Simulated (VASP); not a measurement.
Band structure of LiF (rock salt). These are rev-vdW-DF2, VASP's PBE PAW potentials (set 64) (plane waves; VASP) values and carry that method's errors.

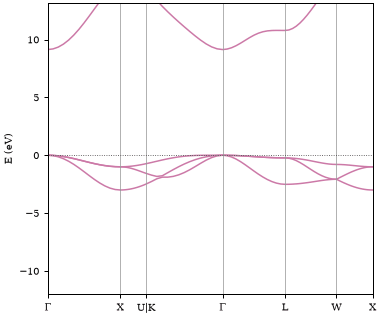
Bands along high-symmetry lines, zero at the valence-band maximum or, without a gap, the Fermi level

**Question.** Read the plot: is there a gap, and where are the band edges?

**Answer.** The gap is direct, 9.13 eV, from the valence maximum at Γ to the conduction minimum at Γ. (Edges off the drawn lines would not show.)

Measured: gap 15.35 eV (computed value off by -6.22 eV), as given by Wei Chen et al., Physical Review Materials (2018), doi:10.1103/physrevmaterials.2.073803 [zero-point renormalisation of 1.15 eV added back (the table's ZPR column)].

The compound is LiF in the rock salt structure. The cell was not relaxed at this level.
